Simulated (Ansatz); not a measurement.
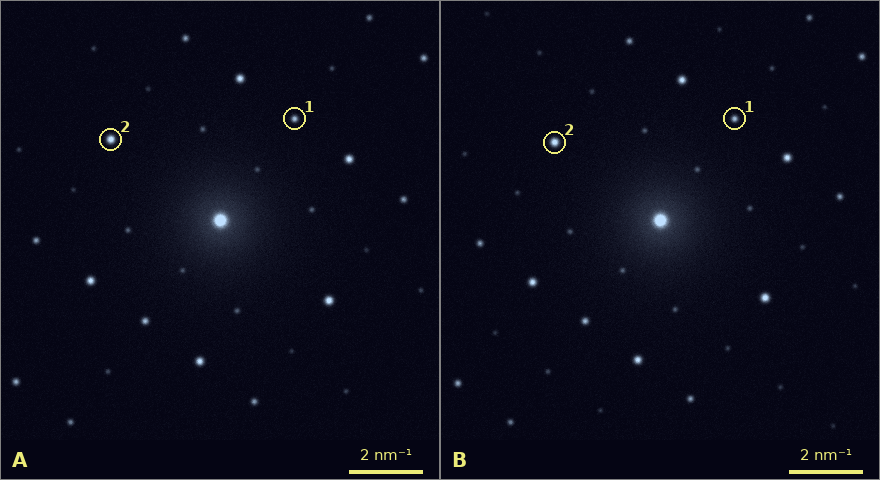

Kinematic electron diffraction patterns (300 kV, B = 0.5 Å², same scale) along [110] of the run's own cell, for the start and the end of one relaxation of Sn3Cl with Ansatz, DFT PBE, scalar-relativistic, plane waves, PAW. k mesh 6×6×8. The start is a generated model structure, and the relaxation ends in the nearest stationary point of its symmetry, not necessarily the ground state. Spot 1 is -2 2 0 and spot 2 is 0 0 2 in both.

Start structure:

```
CELL_PARAMETERS angstrom
6.70006 0.00000 0.00000
-3.35003 5.80242 0.00000
0.00000 0.00000 5.37783
ATOMIC_POSITIONS crystal
Sn 0.83300 0.66600 0.25000
Sn 0.16700 0.83300 0.75000
Sn 0.33400 0.16700 0.25000
Sn 0.16700 0.33400 0.75000
Sn 0.83300 0.16700 0.25000
Sn 0.66600 0.83300 0.75000
Cl 0.33333 0.66667 0.25000
Cl 0.66667 0.33333 0.75000
```

> Which pattern belongs to the start structure, and which to the relaxed one?

A is the start: its cell gives d(1) = 2.901 Å, d(2) = 2.689 Å and an angle of 90.0°. B is the relaxed structure, with d(1) = 2.901 Å (-0.0 %), d(2) = 2.787 Å (+3.7 %) and 90.0°.

> What did the relaxation do to the structure and the energy?

The volume changed by +3.6 % to 27.08 Å³ an atom; with the mean shift removed, the atoms moved by up to 0.05 Å relative to the cell (Sn most); the space group stayed P6_3/mmc (No. 194); the free energy fell by 7.5 meV an atom. Relaxed cell: a = 6.699 Å, b = 6.699 Å, c = 5.574 Å, α = 90.00°, β = 90.00°, γ = 120.00°.
